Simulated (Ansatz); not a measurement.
The starting structures come from a database of crystals and need not be the phases stable at ambient conditions.

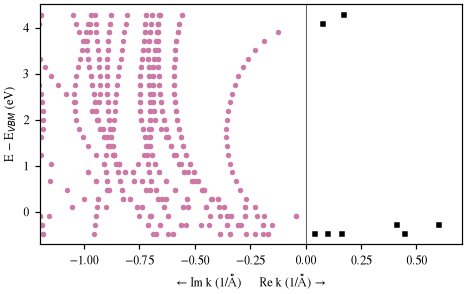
Fig. 1. Complex bands at the centre of the two-dimensional zone; r2SCAN (Ansatz, an electronic-structure program)

No gap correction and no spin-orbit coupling; mid-gap values are interpolated between computed energies.

Task: This is GaAsO$_{4}$ (P3_121, not sure to be the ambient phase, 18 atoms a cell, 13.7 Å³ an atom, -2 GPa at this level) along the normal of (100). Read off the slowest decay at the centre of the two-dimensional zone at 2.00 eV, the computed energy nearest the middle of the gap.

Result: κ ≈ 0.35 1/Å, a decay length 1/(2κ) of the density of 1.4 Å.
